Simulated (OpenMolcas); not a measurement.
## Multiconfigurational calculation for Re⁴⁺ complex (part 2 of 2)

The same run, continued: Re⁴⁺ with 4 ligands (Br; tetrahedron, 2.41 Å), with no charges around it. Method: state-averaged CASSCF, active space 3 electrons in the shell 5d, basis ANO-RCC-VDZP on the metal and ANO-RCC-VDZP on the ligands, DKH2 scalar Hamiltonian, spin-orbit coupling by RASSI with atomic mean-field integrals (OpenMolcas).

Output (extracts), continued:
```
--- RASSI ---
SPIN-FREE ENERGIES:
  (Shifted by EMIN (a.u.) =     -27093.9974497660)

 SF State       Relative EMIN(au)   Rel lowest level(eV)    D:o, cm**(-1)

     1             0.0000000000        0.0000000000              0.0000
     2             0.0000000000        0.0000000000              0.0000
     3             0.0000000000        0.0000000000              0.0000
    11             0.0064585354        0.1757457004           1417.4847
    12             0.0064585354        0.1757457004           1417.4847
    13             0.0408272963        1.1109673291           8960.5558
    14             0.0408272963        1.1109673291           8960.5558
    15             0.0408272963        1.1109673291           8960.5558
     4             0.0448519802        1.2204845570           9843.8718
     5             0.0448519802        1.2204845570           9843.8718
     6             0.0448519802        1.2204845570           9843.8718
    16             0.0477253366        1.2986725673          10474.5007
    17             0.0477253366        1.2986725673          10474.5007
    18             0.0477253366        1.2986725673          10474.5007
    19             0.0585938031        1.5944186083          12859.8533
    20             0.0585938031        1.5944186083          12859.8533
    21             0.0585938031        1.5944186083          12859.8533
     7             0.0737519869        2.0068938029          16186.6901
     8             0.0737519869        2.0068938029          16186.6901
     9             0.0737519869        2.0068938029          16186.6901
    22             0.0751894785        2.0460099408          16502.1831
    23             0.0829117814        2.2561445082          18197.0327
    24             0.0829117814        2.2561445082          18197.0327
    25             0.0829117814        2.2561445082          18197.0327
    26             0.0880699183        2.3965045637          19329.1129
    27             0.0880699183        2.3965045637          19329.1129
    28             0.0918482086        2.4993170812          20158.3517
    29             0.0918482086        2.4993170812          20158.3517
    30             0.0918482086        2.4993170812          20158.3517
    10             0.0953498048        2.5946003668          20926.8633
    31             0.1043490467        2.8394822134          22901.9686
    32             0.1043490467        2.8394822134          22901.9686
    33             0.1043490467        2.8394822134          22901.9686
    34             0.1100684047        2.9951138750          24157.2226
    35             0.1100684047        2.9951138750          24157.2226
    36             0.1100684047        2.9951138750          24157.2226
    37             0.1128537002        3.0709056265          24768.5243
    38             0.1128537002        3.0709056265          24768.5243
    39             0.1128537002        3.0709056265          24768.5243
    40             0.1147864984        3.1234997424          25192.7244
Eigenvalues of complex Hamiltonian:
   -----------------------------------
  (Shifted by EMIN (a.u.) =     -27093.9974497660)

 SO State       Relative EMIN(au)   Rel lowest level(eV)    D:o, cm**(-1)

     1            -0.0205351552        0.0000000000              0.0000
     2            -0.0205351552        0.0000000000              0.0000
     3            -0.0205351551        0.0000000030              0.0000
     4            -0.0205351551        0.0000000030              0.0000
     5            -0.0070337801        0.3673911325           2963.2093
     6            -0.0070337801        0.3673911325           2963.2093
     7            -0.0017132860        0.5121691533           4130.9228
     8            -0.0017132860        0.5121691533           4130.9228
     9            -0.0017132860        0.5121691518           4130.9228
    10            -0.0017132860        0.5121691518           4130.9228
    11             0.0028322405        0.6358592281           5128.5505
    12             0.0028322405        0.6358592281           5128.5505
    13             0.0096161299        0.8204582648           6617.4422
    14             0.0096161300        0.8204582656           6617.4422
    15             0.0096161300        0.8204582656           6617.4422
    16             0.0096161299        0.8204582648           6617.4422
    17             0.0293452073        1.3573138107          10947.4742
    18             0.0293452073        1.3573138107          10947.4742
    19             0.0293452074        1.3573138126          10947.4742
    20             0.0293452074        1.3573138126          10947.4742
    21             0.0314887507        1.4156425960          11417.9276
    22             0.0314887507        1.4156425960          11417.9276
    23             0.0330040548        1.4568761234          11750.4984
    24             0.0330040548        1.4568761234          11750.4984
    25             0.0349408053        1.5095777870          12175.5660
    26             0.0349408053        1.5095777870          12175.5660
    27             0.0349408054        1.5095777900          12175.5660
    28             0.0349408054        1.5095777900          12175.5660
    29             0.0452041425        1.7888574199          14428.1081
    30             0.0452041425        1.7888574199          14428.1081
    31             0.0465938711        1.8266738617          14733.1183
    32             0.0465938711        1.8266738617          14733.1183
    33             0.0465938710        1.8266738606          14733.1183
    34             0.0465938710        1.8266738606          14733.1183
    35             0.0507247311        1.9390802900          15639.7373
    36             0.0507247312        1.9390802916          15639.7373
    37             0.0507247312        1.9390802916          15639.7373
    38             0.0507247311        1.9390802900          15639.7373
    39             0.0528532498        1.9970002345          16106.8931
    40             0.0528532498        1.9970002345          16106.8931
    41             0.0530117978        2.0013145455          16141.6904
Weights of the five most important spin-orbit-free states for each spin-orbit state.

 SO State  Total energy (au)           Spin-free states, spin, and weights
 -------------------------------------------------------------------------------------------------------
    1        -0.020535       2 1.5  0.2929   11 0.5  0.2597    1 1.5  0.2149    3 1.5  0.1224    4 1.5  0.0204
    2        -0.020535       2 1.5  0.2930   11 0.5  0.2597    1 1.5  0.2150    3 1.5  0.1222    4 1.5  0.0204
    3        -0.020535       3 1.5  0.2980   12 0.5  0.2597    1 1.5  0.2050    2 1.5  0.1272    5 1.5  0.0210
    4        -0.020535       3 1.5  0.2976   12 0.5  0.2596    1 1.5  0.2053    2 1.5  0.1272    5 1.5  0.0210
    5        -0.007034       2 1.5  0.3226    1 1.5  0.3226    3 1.5  0.3226    4 1.5  0.0053    6 1.5  0.0053
    6        -0.007034       2 1.5  0.3226    1 1.5  0.3226    3 1.5  0.3226    4 1.5  0.0053    6 1.5  0.0053
    7        -0.001713       2 1.5  0.4455    1 1.5  0.2872    3 1.5  0.1922    4 1.5  0.0188    6 1.5  0.0154
    8        -0.001713       2 1.5  0.4447    1 1.5  0.2895    3 1.5  0.1907    4 1.5  0.0189    6 1.5  0.0153
    9        -0.001713       3 1.5  0.4244    1 1.5  0.3294    2 1.5  0.1711    5 1.5  0.0208    6 1.5  0.0114
   10        -0.001713       3 1.5  0.4259    1 1.5  0.3271    2 1.5  0.1719    5 1.5  0.0208    6 1.5  0.0115
   11         0.002832       3 1.5  0.3097    1 1.5  0.3097    2 1.5  0.3097   22 0.5  0.0328    5 1.5  0.0051
   12         0.002832       3 1.5  0.3097    1 1.5  0.3097    2 1.5  0.3097   22 0.5  0.0328    5 1.5  0.0051
```

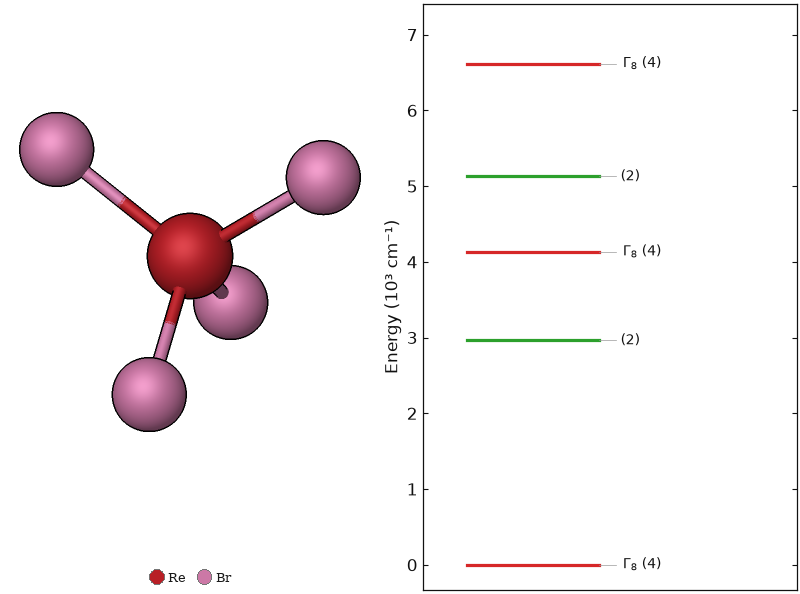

*Re⁴⁺ (5d³) with 4 ligands, Br⁻, at 2.41 Å (arrangement: tetrahedron, Td), and its levels. Labels give the representation in O, Td, D4 or D3 as the site allows (double group for half-integer spin) where it could be assigned and, in brackets, the degeneracy; spin-free states, where drawn, share the zero of the spin-orbit levels.*

The ground level is Γ₈, 4-fold degenerate, 68 % from states of spin multiplicity 4. The next level lies at 2,960 cm⁻¹. The active orbitals hold 65 to 81 % metal character (Löwdin), and the Mulliken charge of the metal is +0.94.

Key numbers:

```
                                 quantity                 value
                                  outcome             converged
      energy of the lowest spin-free term  −27093.99745 hartree
    energy of the lowest spin-orbit level  −27094.01798 hartree
largest spread among components of a term              0.0 cm⁻¹
                                wall time               5.7 min
                              peak memory               0.6 GiB
```

Remarks:

Without dynamic correlation the splittings between terms come out too large, often by 20 to 50 %. Limits: covalent bonds, ligand orbitals missing from the active space; distances are set from ionic radii, not optimised.
